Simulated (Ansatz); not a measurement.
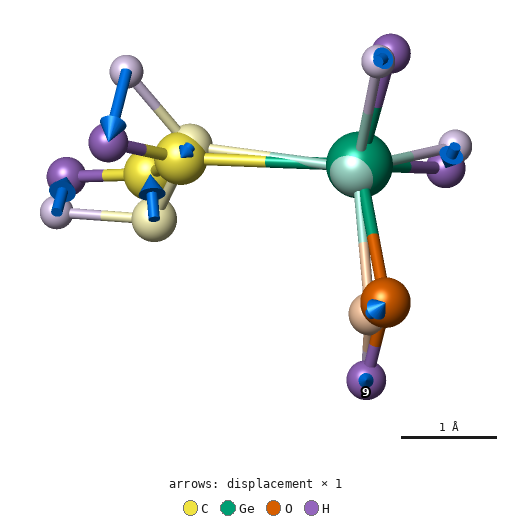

A relaxation of C2H5GeO (multiplicity 2) (coarse preliminary run). The starting structure is drawn faded, the final one solid; blue arrows show the displacements, at their true length. The two geometries are superimposed by the best rigid fit.

A ball-and-stick model, seen at a tilt.

The start comes from a force field.

The calculation used UKS PBE-D4/def2-SVP in Ansatz. Set-up: force threshold 0.03 eV/Å; at most 200 steps.

### What did the optimiser do to the structure, and how much energy did it gain?

The atom that moves furthest after the best rigid fit is an H atom (0.92 Å). Largest moves by element: H 0.92 Å, C 0.54 Å, O 0.29 Å, Ge 0.08 Å. Some distances before and after: Ge–O 1.722 → 1.807 Å, Ge–H 1.610 → 1.549 Å, C–Ge 1.912 → 1.968 Å, H–O 1.030 → 0.975 Å. Bond angles that change, for instance: C–C–H 122.4° → 140.7°, H–Ge–H 107.6° → 113.2°, O–Ge–H 107.2° → 102.6°. Groups turn about C–Ge by about 50°. Over 11 accepted moves (12 points after the start) the energy falls by 0.577 eV. Largest force component: 3.6 eV/Å at the start, 0.029 eV/Å at the end. The line search rejected the trial step at point 5 of the run.
